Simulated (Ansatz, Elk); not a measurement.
# ZnGa2Se3S: X-ray structure factors from the self-consistent density

Structure refinements treat a crystal as free atoms side by side. For a made-up structure of ZnGa2Se3S (cell and positions from a r2SCAN relaxation) the runs below show what the calculated density changes in F(hkl).

Main program and level: Elk 11.2.3 (patched build); DFT, PBE, all-electron APW+lo, Dirac cores, scalar-relativistic bands, static density, no spin.

The structure was built from a prototype and need not be the compound's stable phase.

## (1) The structure

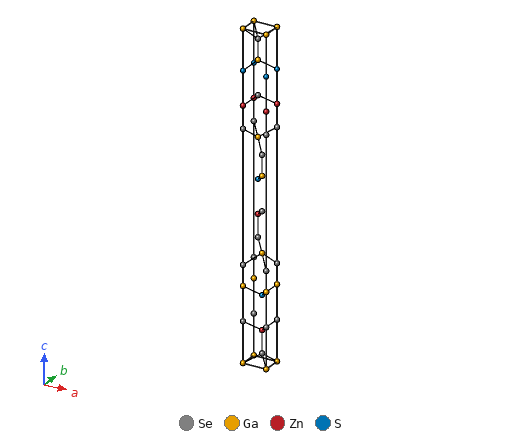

The cell as given, slightly off an axis (selenium grey, gallium orange, zinc red, sulfur blue). This picture shows the conventional cell, with its axes. Bonds to atoms that aren't drawn are left out. Some periodic images of atoms are drawn too.

Structure file:

```cif
data_structure
_symmetry_space_group_name_H-M 'R3m:H'
_symmetry_Int_Tables_number 160
_cell_length_a 3.8220
_cell_length_b 3.8220
_cell_length_c 37.8017
_cell_angle_alpha 90.000
_cell_angle_beta 90.000
_cell_angle_gamma 120.000
_cell_volume 478.21
loop_
_atom_site_label
_atom_site_type_symbol
_atom_site_symmetry_multiplicity
_atom_site_Wyckoff_symbol
_atom_site_fract_x
_atom_site_fract_y
_atom_site_fract_z
_atom_site_occupancy
Se1 Se 3 a 0.00000 0.00000 0.29377 1
Se2 Se 3 a 0.66667 0.33333 0.03386 1
Se3 Se 3 a 0.00000 0.00000 0.12525 1
Ga1 Ga 3 a 0.00000 0.00000 0.23071 1
Ga2 Ga 3 a 0.00000 0.00000 0.00026 1
Zn1 Zn 3 a 0.66667 0.33333 0.10347 1
S1 S 3 a 0.66667 0.33333 0.20783 1
```

## (2) Ground state and structure factors

An all-electron density is needed, since X-rays see the cores too. Task 0 finds the density and task 195 Fourier-transforms it; tshift is off so that phases refer to the origin typed.

Input file elk.in:

```
tasks
  0
  195

xctype
  20

spinpol
  .false.

rgkmax
  7.0

gmaxvr
  14.0

lmaxo
  7

lmaxapw
  8

swidth
  0.002

tshift
  .false.

ramdisk
  .false.

hmaxvr
  5.5

maxscl
  120

epspot
  1e-06

sppath
  './'

avec
  3.61123834740 2.08494943198 23.81160443186
  -3.61123834740 2.08494943198 23.81160443186
  0.00000000000 -4.16989886396 23.81160443186

atoms
  4
  'Se.in'
  3
  0.7062315696 0.7062315696 0.7062315696   0.000000 0.000000 0.000000
  0.2994761582 0.2994761582 0.2994761582   0.000000 0.000000 0.000000
  0.8747524219 0.8747524219 0.8747524219   0.000000 0.000000 0.000000
  'Ga.in'
  2
  0.7692917309 0.7692917309 0.7692917309   0.000000 0.000000 0.000000
  0.9997440781 0.9997440781 0.9997440781   0.000000 0.000000 0.000000
  'Zn.in'
  1
  0.2298662116 0.2298662116 0.2298662116   0.000000 0.000000 0.000000
  'S.in'
  1
  0.1255044977 0.1255044977 0.1255044977   0.000000 0.000000 0.000000

ngridk
  7 7 7
```

On the command line:

```
OMP_NUM_THREADS=4 elk
```

Numbers of over 12 decimals in the logs are rounded to 6 here.

Output:

```text
┌─────────────────────────┐
│ Elk code version 11.2.3 │
└─────────────────────────┘

All units are atomic (Hartree, Bohr, etc.)

┌─────────────────────────────────────────────────┐
│ Ground-state run starting from atomic densities │
└─────────────────────────────────────────────────┘

Lattice vectors :
   3.611238347       2.084949432       23.81160443
  -3.611238347       2.084949432       23.81160443
   0.000000000      -4.169898864       23.81160443

Reciprocal lattice vectors :
  0.8699488517      0.5022652037      0.8795690809E-01
 -0.8699488517      0.5022652037      0.8795690809E-01
  0.4386289534E-18  -1.004530407      0.8795690809E-01

Unit cell volume      :    1075.701042
Brillouin zone volume :   0.2305940069

Muffin-tin inner radius fraction :   0.1000000000E-01

Nuclei treated as point charges

Species : 1 (Se)
 parameters loaded from : Se.in
 name : selenium
 nuclear charge    :   -34.00000000
 electronic charge :    34.00000000
 atomic mass :    143935.2749
 muffin-tin radius :    2.172883338
 number of radial points in muffin-tin :    993
 inner part over the whole radius :   0.9951146668E-02
 number on inner part of muffin-tin    :    701
 approximate nuclear radius :   0.7785908700E-04
 number of mesh points to nuclear radius :    345
 atomic positions (lattice), magnetic fields (Cartesian) :
  1 :   0.70623157  0.70623157  0.70623157    0.00000000  0.00000000  0.00000000
  2 :   0.29947616  0.29947616  0.29947616    0.00000000  0.00000000  0.00000000
  3 :   0.87475242  0.87475242  0.87475242    0.00000000  0.00000000  0.00000000

Species : 2 (Ga)
 parameters loaded from : Ga.in
 name : gallium
 nuclear charge    :   -31.00000000
 electronic charge :    31.00000000
 atomic mass :    127097.2539
 muffin-tin radius :    2.281807511
 number of radial points in muffin-tin :    993
 inner part over the whole radius :   0.9943168982E-02
 number on inner part of muffin-tin    :    701
 approximate nuclear radius :   0.7562051033E-04
 number of mesh points to nuclear radius :    340
 atomic positions (lattice), magnetic fields (Cartesian) :
  1 :   0.76929173  0.76929173  0.76929173    0.00000000  0.00000000  0.00000000
  2 :   0.99974408  0.99974408  0.99974408    0.00000000  0.00000000  0.00000000

Species : 3 (Zn)
 parameters loaded from : Zn.in
 name : zinc
 nuclear charge    :   -30.00000000
 electronic charge :    30.00000000
 atomic mass :    119233.3130
 muffin-tin radius :    2.200355473
 number of radial points in muffin-tin :    993
 inner part over the whole radius :   0.9941054404E-02
 number on inner part of muffin-tin    :    700
 approximate nuclear radius :   0.7484757725E-04
 number of mesh points to nuclear radius :    339
 atomic positions (lattice), magnetic fields (Cartesian) :
  1 :   0.22986621  0.22986621  0.22986621    0.00000000  0.00000000  0.00000000

Species : 4 (S)
 parameters loaded from : S.in
 name : sulphur
 nuclear charge    :   -16.00000000
 electronic charge :    16.00000000
 atomic mass :    58450.91931
 muffin-tin radius :    2.118102060
 number of radial points in muffin-tin :    793
 inner part over the whole radius :   0.9813528508E-02
 number on inner part of muffin-tin    :    553
 approximate nuclear radius :   0.6195814986E-04
 number of mesh points to nuclear radius :    251
 atomic positions (lattice), magnetic fields (Cartesian) :
  1 :   0.12550450  0.12550450  0.12550450    0.00000000  0.00000000  0.00000000

Total number of atoms per unit cell :    7
Total muffin-tin volume :    312.8781079
 ratio of muffin-tin to unit cell volume :   0.2908597238

Spin treatment :
 spin-unpolarised

Number of Bravais lattice symmetries :   12
Number of crystal symmetries         :    6
Crystal has no inversion symmetry
Complex Hermitian eigensolver will be used

k-point grid :      7     7     7
k-point offset :    0.000000000       0.000000000       0.000000000
k-point set is reduced with full crystal symmetry group
Total number of k-points :       84

[...]
from k-point 1 to k-point 1
Estimated direct band gap   :   0.2077789374E-01
 at k-point 1

Charges :
 core                        :    112.0000000
 valence                     :    98.00000000
 interstitial                :    12.91513571
 muffin-tins (core leakage)
  species : 1 (Se)
[...]
species : 2 (Ga)
[...]
species : 3 (Zn)
[...]
species : 4 (S)
[...]
total in muffin-tins        :    197.0848643
 total calculated charge     :    209.9953463
 total charge                :    210.0000000
 error                       :   0.4653699615E-02

RMS change in Kohn-Sham potential (target) :   0.2062910123     (  0.1000000000E-05)
Absolute change in total energy (target)   :   0.3347522524     (  0.1000000000E-03)

[... loops 3 to 17 left out ...]

┌──────────────────┐
│ Loop number : 18 │
└──────────────────┘

Energies :
 Fermi                       :     0.173822
 sum of occupied eigenvalues :     -7710.3814481535
 electron kinetic            :      13660.402363958
 core electron kinetic       :      12539.501186674
 Coulomb                     :     -26521.858137227
 Coulomb potential           :     -20703.742098673
 nuclear-nuclear             :     -1513.2992883149
 electron-nuclear            :     -29344.399791134
 Hartree                     :      4335.8409422226
 Madelung                    :     -16169.987087890
 xc potential                :     -667.04171343850
 exchange                    :     -502.80167510402
 correlation                 :     -10.108926752900
 electron entropic           :    -0.37427993872827E-03
 total energy                :     -13374.366749405

Density of states at Fermi energy :    27.71781986
 (states/Hartree/unit cell)

Estimated indirect band gap :   0.4075888959E-02
 from k-point 81 to k-point 5
Estimated direct band gap   :   0.8266114304E-02
 at k-point 81

Charges :
 core                        :    112.0000000
 valence                     :    98.00000000
 interstitial                :    12.91390252
 muffin-tins (core leakage)
  species : 1 (Se)
[...]
species : 2 (Ga)
[...]
species : 3 (Zn)
[...]
species : 4 (S)
[...]
total in muffin-tins        :    197.0860975
 total calculated charge     :    209.9954883
 total charge                :    210.0000000
 error                       :   0.4511731316E-02

RMS change in Kohn-Sham potential (target) :   0.3932223815E-06 (  0.1000000000E-05)
Absolute change in total energy (target)   :   0.2158710777E-04 (  0.1000000000E-03)

Convergence targets achieved

┌──────────────────┐
│ Loop number : 19 │
└──────────────────┘

Energies :
 Fermi                       :     0.173822
 sum of occupied eigenvalues :     -7710.3814444762
 electron kinetic            :      13660.402359836
 core electron kinetic       :      12539.501188736
 Coulomb                     :     -26521.858133008
 Coulomb potential           :     -20703.742089399
 nuclear-nuclear             :     -1513.2992883149
 electron-nuclear            :     -29344.399791668
 Hartree                     :      4335.8409469755
 Madelung                    :     -16169.987088308
 xc potential                :     -667.04171491364
 exchange                    :     -502.80167451839
 correlation                 :     -10.108926761569
 electron entropic           :    -0.37427950303741E-03
 total energy                :     -13374.366748731

Density of states at Fermi energy :    27.71779283
 (states/Hartree/unit cell)

Estimated indirect band gap :   0.4075802905E-02
 from k-point 81 to k-point 5
Estimated direct band gap   :   0.8266000003E-02
 at k-point 81

Charges :
 core                        :    112.0000000
 valence                     :    98.00000000
 interstitial                :    12.91390259
 muffin-tins (core leakage)
  species : 1 (Se)
[...]
species : 2 (Ga)
[...]
atom 2                    :    29.30922290     (  0.1380672616E-02)
  species : 3 (Zn)
   atom 1                    :    28.58256761     (  0.2650889913E-03)
  species : 4 (S)
   atom 1                    :    14.25746617     (  0.1204642607E-03)
 total in muffin-tins        :    197.0860974
 total calculated charge     :    209.9954883
 total charge                :    210.0000000
 error                       :   0.4511731479E-02

┌──────────────────────────────┐
│ Self-consistent loop stopped │
└──────────────────────────────┘

Warning : core states of species 1 leak from the muffin-tin :   0.2590171620E-03

Warning : core states of species 2 leak from the muffin-tin :   0.1391722905E-02

Warning : core states of species 3 leak from the muffin-tin :   0.2650889913E-03

Warning : core states of species 4 leak from the muffin-tin :   0.1204642607E-03

Wrote STATE.OUT
```

Wall time 6.5 min (4 threads of Arm Neoverse V1, shared host); peak memory 0.67 GiB; 23 min of CPU time.

SFACRHO.OUT:

```text

h k l indices transformed by vhmat matrix:
   1.000000000       0.000000000       0.000000000    
   0.000000000       1.000000000       0.000000000    
   0.000000000       0.000000000       1.000000000    

      h      k      l  multipl.   |H|            Re(F)            Im(F)           |F|

      0      0      0      1   0.0000000       210.00000      0.82620041E-16   210.00000    
      1      1      1      1  0.26387072       25.263282      -9.0101200       26.821925    
     -1     -1     -1      1  0.26387072       25.263282       9.0101200       26.821925    
      2      2      2      1  0.52774145     -0.71384642       18.847657       18.861170    
     -2     -2     -2      1  0.52774145     -0.71384642      -18.847657       18.861170    
      3      3      3      1  0.79161217       78.947337      -18.818267       81.159160    
     -3     -3     -3      1  0.79161217       78.947337       18.818267       81.159160    
      0      0     -1      3   1.0083738       46.035203       12.780582       47.776388    
      0      1      0      3   1.0083738       46.035203      -12.780582       47.776388    
      1      0      1      3   1.0198171      -73.031366      -18.263066       75.280276    
     -1     -1      0      3   1.0198171      -73.031366       18.263066       75.280276    
      4      4      4      1   1.0554829      -62.967891      -11.418846       63.994885    
     -4     -4     -4      1   1.0554829      -62.967891       11.418846       63.994885    
      1      1      2      3   1.0643609       53.181381       1.3491145       53.198490    
     -1     -1     -2      3   1.0643609       53.181381      -1.3491145       53.198490    
     -2     -2     -1      3   1.0965819      -29.216737      -5.2308420       29.681298    
      2      2      1      3   1.0965819      -29.216737       5.2308420       29.681298    
      3      2      2      3   1.1782045       65.009647       18.537371       67.600949
```

Elk indexes on the primitive cell of elk.in and gives |H| = 4π sin θ/λ in inverse bohr. Below, one row stands for each form hkl of the conventional cell (m members, Friedel mates merged), F is for one primitive cell and the density is static (no thermal factor). Free-atom factors are Waasmaier and Kirfel's, and R is Σm||F|−|F'||/Σm|F|.

| hkl | m | sin θ/λ (Å⁻¹) | abs F, DFT | neutral atoms | diff. | abs of complex diff. |
| --- | --- | --- | --- | --- | --- | --- |
| 003 | 2 | 0.040 | 26.822 | 26.815 | +0.007 | 0.060 |
| 006 | 2 | 0.079 | 18.861 | 18.673 | +0.188 | 0.210 |
| 009 | 2 | 0.119 | 81.159 | 81.119 | +0.040 | 0.094 |
| 101 | 6 | 0.152 | 47.776 | 47.530 | +0.246 | 0.247 |
| 012 | 6 | 0.153 | 75.280 | 75.127 | +0.153 | 0.155 |
| 0 0 12 | 2 | 0.159 | 63.995 | 63.565 | +0.430 | 0.431 |
| 104 | 6 | 0.160 | 53.199 | 53.543 | -0.345 | 0.355 |
| 015 | 6 | 0.165 | 29.681 | 29.103 | +0.578 | 0.638 |
| 107 | 6 | 0.177 | 67.601 | 67.208 | +0.393 | 0.395 |
| 018 | 6 | 0.184 | 54.327 | 54.387 | -0.060 | 0.077 |
| 0 0 15 | 2 | 0.198 | 44.133 | 43.999 | +0.134 | 0.209 |
| 1 0 10 | 6 | 0.201 | 60.428 | 60.289 | +0.139 | 0.142 |
| 0 1 11 | 6 | 0.210 | 55.105 | 55.156 | -0.051 | 0.089 |
| 1 0 13 | 6 | 0.229 | 78.426 | 78.825 | -0.399 | 0.400 |
| 0 0 18 | 2 | 0.238 | 36.349 | 36.416 | -0.067 | 0.251 |
| 0 1 14 | 6 | 0.239 | 63.602 | 63.889 | -0.287 | 0.294 |
| 1 0 16 | 6 | 0.260 | 37.976 | 38.070 | -0.094 | 0.100 |
| 110 | 6 | 0.262 | 150.447 | 151.120 | -0.673 | 0.673 |

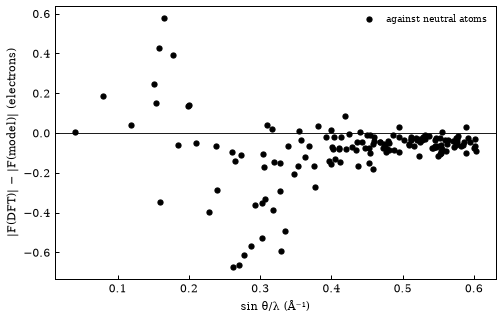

Difference between the calculated structure factors and the independent-atom ones.

## (3) The highest occupied states alone

An energy window below the Fermi level keeps the highest occupied states, to see at which angles they scatter; shallow core shells can lie inside it and anion s states outside. No new self-consistency is needed.

elk.in, as its differences from that of step 2:

```diff
@@ -1,3 +1,2 @@
 tasks
-  0
   195
@@ -40,2 +39,5 @@
 
+wsfac
+  -0.267170 0.473820
+
 sppath
```

On the command line:

```
OMP_NUM_THREADS=4 elk
```

Output:

```text
┌─────────────────────────────────┐
│ Elk code version 11.2.3 started │
└─────────────────────────────────┘

Info(readinput): the functional depends on the density's gradient
 muffin-tin radial points multiplied by    2.00000
 (not where nrmtscf is given)

┌────────────────────┐
│ Current task : 195 │
└────────────────────┘
Info(checkmt): changed muffin-tin radius of species 1 (Se) from   2.4000 to   2.1729
Info(checkmt): changed muffin-tin radius of species 2 (Ga) from   2.4000 to   2.2818
Info(checkmt): changed muffin-tin radius of species 3 (Zn) from   2.4000 to   2.2004
Info(checkmt): changed muffin-tin radius of species 4 (S) from   2.2000 to   2.1181

Info(sfacrho): density structure factors written to SFACRHO.OUT

 Energy window :  -0.2671700000      0.4738200000

┌──────────────────┐
│ Elk code stopped │
└──────────────────┘
```

Wall time 31 s (4 threads); peak memory 0.4 GiB.

States within 12 eV below the Fermi level hold 34.00 electrons; any levels below the window count with the cores. Their amplitudes can exceed the total, where window and core parts have opposite phase:

| hkl | sin θ/λ (Å⁻¹) | abs F, window | abs F, all |
| --- | --- | --- | --- |
| 003 | 0.040 | 8.485 | 26.822 |
| 006 | 0.079 | 8.472 | 18.861 |
| 009 | 0.119 | 12.288 | 81.159 |
| 101 | 0.152 | 8.987 | 47.776 |
| 012 | 0.153 | 11.357 | 75.280 |
| 0 0 12 | 0.159 | 9.796 | 63.995 |
| 104 | 0.160 | 7.379 | 53.199 |
| 015 | 0.165 | 5.834 | 29.681 |
| 107 | 0.177 | 5.233 | 67.601 |
| 018 | 0.184 | 8.705 | 54.327 |

## (4) Another functional

The difference from free atoms is small, so it is set against the change that LDA (Perdew-Wang) makes.

elk.in, as its differences from that of step 3:

```diff
@@ -1,2 +1,3 @@
 tasks
+  0
   195
@@ -4,3 +5,3 @@
 xctype
-  20
+  3
 
@@ -39,5 +40,2 @@
 
-wsfac
-  -0.267170 0.473820
-
 sppath
```

On the command line:

```
OMP_NUM_THREADS=4 elk
```

Output:

```text
┌─────────────────────────┐
│ Elk code version 11.2.3 │
└─────────────────────────┘

All units are atomic (Hartree, Bohr, etc.)

┌─────────────────────────────────────────────────┐
│ Ground-state run starting from atomic densities │
└─────────────────────────────────────────────────┘

Lattice vectors :
   3.611238347       2.084949432       23.81160443
  -3.611238347       2.084949432       23.81160443
   0.000000000      -4.169898864       23.81160443

Reciprocal lattice vectors :
  0.8699488517      0.5022652037      0.8795690809E-01
[...]
total in muffin-tins        :    197.1126888
 total calculated charge     :    209.9954002
 total charge                :    210.0000000
 error                       :   0.4599771984E-02

┌──────────────────────────────┐
│ Self-consistent loop stopped │
└──────────────────────────────┘

Warning : core states of species 1 leak from the muffin-tin :   0.2591743548E-03

Warning : core states of species 2 leak from the muffin-tin :   0.1430922716E-02

Warning : core states of species 3 leak from the muffin-tin :   0.2740910602E-03

Warning : core states of species 4 leak from the muffin-tin :   0.1146863327E-03

Wrote STATE.OUT
[key lines of the parts left out:]
total energy                :     -13355.466832010
```

Wall time 5.9 min (4 threads); peak memory 0.56 GiB; 21 min of CPU time.

Against the first run R = 0.07 %; the largest change is -0.091 at 300.

## (5) A coarser k-mesh

About half the k-points along each axis test the sampling.

elk.in, as its differences from that of step 4:

```diff
@@ -5,3 +5,3 @@
 xctype
-  3
+  20
 
@@ -67,2 +67,2 @@
 ngridk
-  7 7 7
+  4 4 4
```

On the command line:

```
OMP_NUM_THREADS=4 elk
```

Output:

```text
┌─────────────────────────┐
│ Elk code version 11.2.3 │
└─────────────────────────┘

All units are atomic (Hartree, Bohr, etc.)

┌─────────────────────────────────────────────────┐
│ Ground-state run starting from atomic densities │
└─────────────────────────────────────────────────┘

Lattice vectors :
   3.611238347       2.084949432       23.81160443
  -3.611238347       2.084949432       23.81160443
   0.000000000      -4.169898864       23.81160443

Reciprocal lattice vectors :
  0.8699488517      0.5022652037      0.8795690809E-01
[...]
total in muffin-tins        :    197.1006844
 total calculated charge     :    209.9954742
 total charge                :    210.0000000
 error                       :   0.4525782079E-02

┌──────────────────────────────┐
│ Self-consistent loop stopped │
└──────────────────────────────┘

Warning : core states of species 1 leak from the muffin-tin :   0.2590222036E-03

Warning : core states of species 2 leak from the muffin-tin :   0.1392296492E-02

Warning : core states of species 3 leak from the muffin-tin :   0.2649378529E-03

Warning : core states of species 4 leak from the muffin-tin :   0.1206025589E-03

Wrote STATE.OUT
[key lines of the parts left out:]
total energy                :     -13374.362372722
```

The job ended after 2.8 min (4 threads; peak memory 0.67 GiB; 7.3 min of CPU time).

Against the first run R = 0.00 %; the largest change is -0.032 at 006.

## (6) Settings against the effect

| run | R against the first run (%) | R against neutral atoms, low angle (%) | wall time |
| --- | --- | --- | --- |
| PBE, rgkmax 7 | 0.00 | 0.52 | 6.5 min |
| LDA (Perdew-Wang) | 0.07 | 0.51 | 5.9 min |
| k-mesh 4×4×4 | 0.00 | 0.52 | 2.8 min |

## (7) Summary of results

| Property | Result |
| --- | --- |
| R against neutral atoms, sin θ/λ < 0.3 Å⁻¹ | 0.52 % |
| R against neutral atoms, 0.3 to 0.60 Å⁻¹ | 0.21 % |

Independent neutral atoms miss the calculated amplitudes by R = 0.52 % below 0.3 Å⁻¹ and 0.21 % from there to 0.60 Å⁻¹; by shells, 0.19 % below 0.15 Å⁻¹ (3 forms), 0.53 % 0.15 to 0.3 (21 forms), 0.30 % 0.3 to 0.45 (46 forms), 0.16 % above 0.45 (79 forms). Bonding, aspherical density and the tables' own atoms all enter these figures, and the runs don't part them. The largest change of an amplitude is -0.67 electrons, at 110. R counts amplitudes alone; phases shift too. The window's part falls from 34.0 electrons at the origin to at most 3.15 between 0.45 and 0.60 Å⁻¹, where compact states inside the window still scatter. Below 0.3 Å⁻¹ the changes that finished (LDA (Perdew-Wang) and k-mesh 4×4×4) move F by R = 0.02 % at most, against the 0.52 % that separates it from free atoms. The basis has no finished test. Part of the difference isn't bonding: the tables are fits to free atoms and ions calculated by other methods than this functional. Thermal motion, anomalous dispersion and extinction are left out.

[Logs are printed without paths, hosts, clocks, repeated set-up lines and the standing remarks that a program may print on its own settings, such as how far it seeks lower states.]

[Hosts, paths, dates, database ids (printed as entryN), source tags and the programs' standing remarks are cut or masked in the printed files.]
